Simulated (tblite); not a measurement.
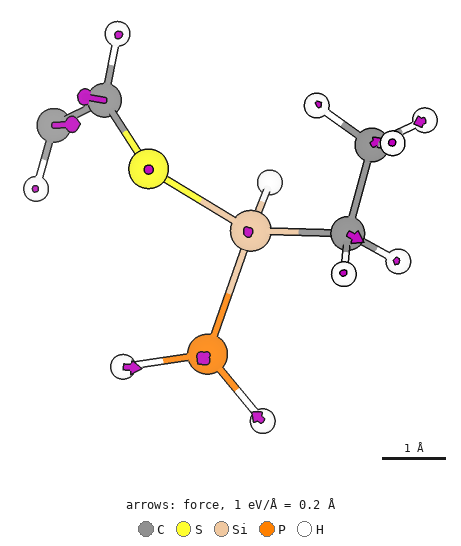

Starting geometry of C4H10PSSi (multiplicity 2) with the computed forces as purple arrows. A ball-and-stick model, seen at a tilt.

These are results of GFN2-xTB geometry optimisation, gas phase (tblite), not measurements. 

Question: Is this structure relaxed? If not, where do the atoms go?

Answer: It isn't relaxed: the largest force vector, on a C atom, is 4.20 eV/Å. The final displacements have little in common with the starting forces (cosine between the two patterns 0.13). The largest move after the best rigid fit is that of an H atom, 1.45 Å. Largest moves by element: H 1.45 Å, S 1.00 Å, C 0.66 Å, P 0.63 Å, Si 0.38 Å. Near-neighbour distances that change, for instance: C–S 1.759 → 1.865 Å, C–C 1.351 → 1.267 Å, H–P 1.461 → 1.383 Å, C–Si 1.850 → 1.907 Å. Among the angles between lasting bonds that change: C–C–H 124.3° → 147.4°, H–P–H 112.3° → 92.6°, Si–P–H 113.8° → 95.2°. Groups turn about C–S by about 80°, S–Si by about 65°, C–C by about 45°. Over 147 geometry steps the energy falls by 129.8 kJ/mol.
